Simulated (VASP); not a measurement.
Band structure of Tl (relaxed from the beta-Sn structure, space group I4_1/amd). All values below come from PBEsol GGA, VASP's PBE PAW potentials (set 64) (plane waves; VASP).

Unless said otherwise, spin-orbit coupling is left out, though it shifts the bands of the heavy elements here.

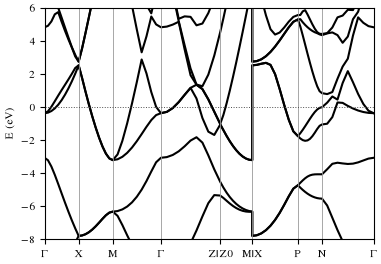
*Bands along high-symmetry lines, zero at the valence-band maximum or, without a gap, the Fermi level*

Task: Read the plot: is there a gap, and where are the band edges?

Result: It has no gap at this level: it comes out as a metal or semimetal. (Edges off the drawn lines would not show.)

The structure was generated: Tl was put into the beta-Sn type (I4_1/amd), which need not be its known phase. It was relaxed first.
